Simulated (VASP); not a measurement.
# A VASP study of Ba2SO (PBE + D2): structure first, properties next

Aim: relax Ba2SO, then compute properties on the relaxed cell. The steps: first try, rough relaxation of the start cell, full relaxation (PBE + D2), single point with fields (PBE + D2), bands along the symmetry lines (PBE + D2), density of states (PBE + D2), electric field gradients (PBE + D2), elastic tensor by finite strains (PBE + D2) and band structure (HSE06). The cell is invented: it takes the structure of COD entry 5910030, BaO (space group 225 there), with some of its atoms replaced by other elements, volume scaled by an estimate. It may not be a known or stable phase.

Calculated with VASP 6.6.1; PBE with D2; plane waves and PAW (Ba_sv, S, O), in the first sound run; inputs show where later runs differ.

## Step 1: The starting structure

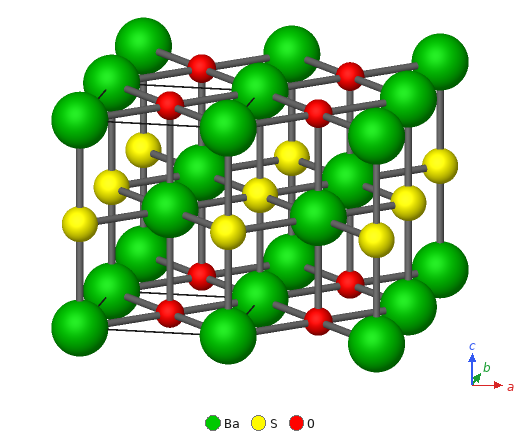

The starting structure, seen slightly off an axis (barium green, sulfur yellow, oxygen red). 2×2×1 cells are drawn. Some periodic images of atoms are drawn too.

## Step 2: First try

This run is made with a changed input; what comes of it follows.

File INCAR:

```
SYSTEM = Ba2SO
PREC = Normal
ENCUT = 250
EDIFF = 1E-06
NELM = 68
ISMEAR = -1
SIGMA = 0.05
LREAL = .FALSE.
ALGO = Normal
GGA = PE
IVDW = 10
NBANDS = 22
LORBIT = 11
LWAVE = .FALSE.
LCHARG = .FALSE.
KPAR = 2
IBRION = 2
NSW = 30
ISIF = 3
EDIFFG = -0.01
```

File POSCAR:

```
Ba2SO
1.0
    4.1452280000      0.0000000000      0.0000000000
    0.0000000000      4.1452280000      0.0000000000
    0.0000000000      0.0000000000      5.8622380000
Ba S O
2 1 1
Direct
    0.5000000000      0.5000000000      0.5000000000
    0.0000000000      0.0000000000      0.0000000000
    0.0000000000      0.0000000000      0.5000000000
    0.5000000000      0.5000000000      0.0000000000
```

File KPOINTS:

```
Automatic mesh
0
Gamma
6 6 4
0 0 0
```

PAW data sets: Ba_sv, S and O (PBE family, release 64).

The run is started by

```sh
> mpirun -np 2 vasp_std
```

Output:

```text
[banner, memory and clock lines left out]
running    2 mpi-ranks, on    1 nodes
 distrk:  each k-point on    1 cores,    2 groups
 distr:  one band on    1 cores,    1 groups

 POSCAR found type information on POSCAR BaS O
 POSCAR found :  3 types and       4 ions
 LDA part: xc-table for (Slater+PW92), standard interpolation
 POSCAR, INCAR and KPOINTS ok, starting setup
 FFT: planning ... GRIDC
 FFT: planning ... GRID_SOFT
 FFT: planning ... GRID
 WAVECAR not read
 entering main loop
       N       E                     dE             d eps       ncg     rms          rms(c)
DAV:   1     0.141595062431E+03    0.14160E+03   -0.98008E+03  1320   0.730E+02
DAV:   2    -0.155057190447E+02   -0.15710E+03   -0.14842E+03  1958   0.194E+02
DAV:   3    -0.232461872924E+02   -0.77405E+01   -0.76791E+01  1700   0.461E+01
DAV:   4    -0.234418725004E+02   -0.19569E+00   -0.19558E+00  2008   0.676E+00
DAV:   5    -0.234437829664E+02   -0.19105E-02   -0.19103E-02  1686   0.602E-01    0.104E+01
DAV:   6    -0.214093439875E+02    0.20344E+01   -0.77877E+00  1524   0.125E+01    0.757E+00
DAV:   7    -0.212682215112E+02    0.14112E+00   -0.10756E+00  1652   0.471E+00    0.440E+00
DAV:   8    -0.212395646029E+02    0.28657E-01   -0.13352E-01  1606   0.235E+00    0.106E+00
DAV:   9    -0.212482269792E+02   -0.86624E-02   -0.19665E-02  1828   0.800E-01    0.232E-01
DAV:  10    -0.212495344260E+02   -0.13074E-02   -0.10869E-03  1794   0.198E-01    0.124E-01
DAV:  11    -0.212504705770E+02   -0.93615E-03   -0.11144E-03  1628   0.192E-01    0.458E-02
DAV:  12    -0.212505081834E+02   -0.37606E-04   -0.67664E-05  1910   0.425E-02    0.200E-02
DAV:  13    -0.212505103026E+02   -0.21192E-05   -0.44185E-05  1810   0.350E-02    0.477E-03
DAV:  14    -0.212505102930E+02    0.96729E-08   -0.25008E-06  1406   0.877E-03
   1 F= -.26916684E+02 E0= -.26916684E+02  d E =-.269167E+02
 curvature:   0.00 expect dE= 0.000E+00 dE for cont linesearch  0.000E+00
 trial: gam= 0.00000 g(F)=  0.000E+00 g(S)=  0.677E+01 ort = 0.000E+00 (trialstep = 0.100E+01)
 search vector abs. value=  0.677E+01
 bond charge predicted
       N       E                     dE             d eps       ncg     rms          rms(c)
DAV:   1    -0.617778778385E+02   -0.40527E+02   -0.14056E+03  1356   0.276E+02    0.104E+02
DAV:   2    -0.232199677771E+02    0.38558E+02   -0.10612E+02  1422   0.642E+01    0.177E+01
DAV:   3    -0.125995729142E+02    0.10620E+02   -0.28986E+01  2028   0.414E+01    0.112E+01
DAV:   4    -0.114383531892E+02    0.11612E+01   -0.52643E+00  1656   0.136E+01    0.102E+01
DAV:   5    -0.115706043133E+02   -0.13225E+00   -0.18390E+00  2076   0.743E+00    0.335E+00
DAV:   6    -0.115773097174E+02   -0.67054E-02   -0.14555E-01  1628   0.262E+00    0.149E+00
DAV:   7    -0.116027118965E+02   -0.25402E-01   -0.61692E-02  1710   0.136E+00    0.489E-01
DAV:   8    -0.116012344494E+02    0.14774E-02   -0.70114E-03  1596   0.558E-01    0.255E-01
DAV:   9    -0.116011542118E+02    0.80238E-04   -0.12997E-03  1786   0.286E-01    0.225E-01
DAV:  10    -0.116014133791E+02   -0.25917E-03   -0.19755E-04  1674   0.111E-01    0.245E-02
DAV:  11    -0.116014108465E+02    0.25325E-05   -0.22509E-05  1686   0.354E-02    0.191E-02
DAV:  12    -0.116014108201E+02    0.26436E-07   -0.17581E-05  1632   0.306E-02    0.792E-03
DAV:  13    -0.116014098842E+02    0.93594E-06   -0.23676E-06  1126   0.120E-02
   2 F= -.20420710E+02 E0= -.20416325E+02  d E =0.649597E+01
[... from here on, the cycles between the ionic steps are left out ...]
   3 F= -.28186427E+02 E0= -.28186426E+02  d E =-.126974E+01
   4 F= -.28250978E+02 E0= -.28250968E+02  d E =-.133429E+01
   5 F= -.28256547E+02 E0= -.28256525E+02  d E =-.133986E+01
   6 F= -.28256037E+02 E0= -.28256020E+02  d E =-.133935E+01
   7 F= -.28256106E+02 E0= -.28256089E+02  d E =-.692968E-04
   8 F= -.28256130E+02 E0= -.28256113E+02  d E =-.936713E-04
   9 F= -.28256157E+02 E0= -.28256139E+02  d E =-.264849E-04
  10 F= -.28256229E+02 E0= -.28256211E+02  d E =-.990926E-04
  11 F= -.28256356E+02 E0= -.28256337E+02  d E =-.225425E-03
  12 F= -.28256515E+02 E0= -.28256495E+02  d E =-.385320E-03
  13 F= -.28256475E+02 E0= -.28256452E+02  d E =-.345033E-03
 curvature:   0.17 expect dE= 0.107E-03 dE for cont linesearch  0.994E-04
 ZBRENT: bracketing found
 ZBRENT: interpolating
 opt :   0.2938  next Energy=   -28.256557 (dE=-0.426E-03)
 bond charge predicted
       N       E                     dE             d eps       ncg     rms          rms(c)
DAV:   1    -0.208862312558E+02   -0.12446E-01   -0.72800E-03  1368   0.568E-01    0.124E-01
DAV:   2    -0.208860492296E+02    0.18203E-03   -0.69000E-04  1504   0.158E-01    0.436E-02
DAV:   3    -0.208859998199E+02    0.49410E-04   -0.10646E-04  1756   0.705E-02    0.205E-02
DAV:   4    -0.208859876832E+02    0.12137E-04   -0.53781E-05  1774   0.420E-02    0.118E-02
DAV:   5    -0.208859871417E+02    0.54155E-06   -0.29226E-06  1336   0.751E-03
  14 F= -.28256558E+02 E0= -.28256537E+02  d E =-.428109E-03
 curvature:  -0.07 expect dE=-0.192E-05 dE for cont linesearch -0.352E-06
 trial: gam= 0.00000 g(F)=  0.190E-65 g(S)=  0.273E-04 ort =-0.119E-03 (trialstep = 0.661E-01)
 search vector abs. value=  0.273E-04
 reached required accuracy - stopping structural energy minimisation
```

The job ended after 44 s (2 MPI ranks of Intel Xeon Platinum 8488C (Sapphire Rapids), shared host; peak memory 0.26 GiB; 86 s of CPU time).

Lines that name or quote the potential files are left out of all logs, and their timing lines are given in words.

OUTCAR, selected parts (step 2):

```text
ion  position               nearest neighbor table
   1  0.500  0.500  0.500-   3 2.93   3 2.93   3 2.93   3 2.93   4 2.93   4 2.93   2 4.15   2 4.15
                             2 4.15   2 4.15   2 4.15   2 4.15   2 4.15   2 4.15
   2  0.000  0.000  0.000-   4 2.93   4 2.93   4 2.93   4 2.93   3 2.93   3 2.93   1 4.15   1 4.15
                             1 4.15   1 4.15   1 4.15   1 4.15   1 4.15   1 4.15
   3  0.000  0.000  0.500-   1 2.93   1 2.93   1 2.93   1 2.93   2 2.93   2 2.93
   4  0.500  0.500  0.000-   2 2.93   2 2.93   2 2.93   2 2.93   1 2.93   1 2.93

  LATTYP: Found a simple tetragonal cell.
 ALAT       =     4.1452280000
 C/A-ratio  =     1.4142136452

 Subroutine GETGRP returns: Found 16 space group operations
 (whereof 16 operations were pure point group operations)

The static configuration has the point symmetry D_4h.

 Found     30 irreducible k-points:

   k-points           NKPTS =     30   k-points in BZ     NKDIM =     30   number of bands    NBANDS=     22

   dimension x,y,z NGX =    16 NGY =   16 NGZ =   24
   dimension x,y,z NGXF=    32 NGYF=   32 NGZF=   48

   ENCUT  =  250.0 eV  18.37 Ry    4.29 a.u.   5.34  5.34  7.56*2*pi/ulx,y,z

   NELECT =      32.0000    total number of electrons

 k-points in reciprocal lattice and weights: Automatic mesh
   0.00000000  0.00000000  0.00000000       0.007
   0.16666667  0.00000000  0.00000000       0.028
   0.33333333  0.00000000  0.00000000       0.028
   0.50000000  0.00000000  0.00000000       0.014
   0.16666667  0.16666667  0.00000000       0.028
   0.33333333  0.16666667  0.00000000       0.056
   0.50000000  0.16666667  0.00000000       0.028
   0.33333333  0.33333333  0.00000000       0.028
   0.50000000  0.33333333  0.00000000       0.028
[...]
0.50000000  0.33333333  0.50000000       0.028
   0.50000000  0.50000000  0.50000000       0.007

 average (electrostatic) potential at core
       1 -33.8512       2 -34.0314       3 -86.3030       4 -70.2101

 E-fermi :   3.9831

 k-point     1 :       0.0000    0.0000    0.0000
  band No.  band energies     occupation
    ...
     12       3.0220      2.00000
     13       3.0220      2.00000
     14       3.3351      2.00000
     15       3.3351      2.00000
     16       3.5843      1.99931
     17       4.2617      0.00757
     18       7.1484      0.00000
     19       7.1484      0.00000
     20       7.5487      0.00000
     21       7.6083      0.00000
    ...

 k-point     2 :       0.1667    0.0000    0.0000
  band No.  band energies     occupation
    ...
     12       2.3671      2.00000
     13       2.7516      2.00000
     14       2.8790      2.00000
     15       2.9578      2.00000
     16       3.4616      1.99994
     17       5.1841      0.00000
     18       7.0104      0.00000
     19       7.3894      0.00000
     20       8.1599      0.00000
     21       8.2749      0.00000
    ...

 k-point     3 :       0.3333    0.0000    0.0000
  band No.  band energies     occupation
    ...
     12       1.2941      2.00000
     13       2.0489      2.00000
     14       2.2972      2.00000
     15       2.8582      2.00000
     16       3.1990      2.00000
     17       7.0338      0.00000
     18       7.2560      0.00000
     19       8.0860      0.00000
     20       9.1561      0.00000
     21       9.5215      0.00000
    ...

  Number of pair interactions contributing to vdW energy:   62212

  Edisp (eV):   -7.37057

  Total       0.03274     0.03274    -0.01083     0.00000     0.00000     0.00000
  in kB       0.62406     0.62406    -0.20647     0.00000     0.00000     0.00000
  external pressure =        0.35 kB  Pullay stress =        0.00 kB

  energy-cutoff  :      250.00
  volume of cell :       84.06
      direct lattice vectors                 reciprocal lattice vectors
     3.901154414 -0.000000000  0.000000000     0.256334381  0.000000000  0.000000000
     0.000000000  3.901154414 -0.000000000     0.000000000  0.256334381 -0.000000000
    -0.000000000  0.000000000  5.523499056    -0.000000000  0.000000000  0.181044658

 POSITION                                       TOTAL-FORCE (eV/Angst)
 -----------------------------------------------------------------------------------
      1.95058      1.95058      2.76175        -0.000000      0.000000      0.000000
      0.00000      0.00000      0.00000         0.000000     -0.000000      0.000000
     -0.00000      0.00000      2.76175        -0.000000      0.000000      0.000000
      1.95058      1.95058      0.00000         0.000000     -0.000000      0.000000
 -----------------------------------------------------------------------------------
    total drift:                                0.000000      0.000000     -0.000000

  FREE ENERGIE OF THE ION-ELECTRON SYSTEM (eV)
  ---------------------------------------------------
  free  energy   TOTEN  =       -28.2565582822 eV

  energy  without entropy=      -28.2565156528  energy(sigma->0) =      -28.25653697

 reached required accuracy - stopping structural energy minimisation

 total charge
# of ion       s       p       d       tot
------------------------------------------
    1        2.044   5.658   0.555   8.257
    2        2.031   5.643   0.442   8.116
    3        1.355   2.627   0.000   3.981
    4        1.690   3.469   0.000   5.159
--------------------------------------------------
tot          7.120  17.396   0.997  25.513

[... 3 further parts left out ...]
```

Convergence was reached, but on settings outside the sound range, so the numbers are no properties of the crystal.

The fault in the input: cell relaxed at a low cutoff (ENCUT = 250 and PREC = "Normal"). Relax cells at about 1.3 times the default cutoff with PREC = Accurate.

(Part 1 of 6 ends here.)

[Lines on the potential files, build, host, timing and source positions are cut from VASP's logs without a mark.]

[Logs are printed without paths, hosts, clocks, repeated set-up lines and the standing remarks that a program may print on its own settings, such as how far it seeks lower states.]

[Hosts, paths, dates, database ids (printed as entryN), source tags and the programs' standing remarks are cut or masked in the printed files.]

[A measured line is paired with the nearest computed mode of its activity, which favours agreement.]

[In band tables of VASP the shares of atoms and orbitals are scaled to a sum of 1 inside the atoms' spheres.]
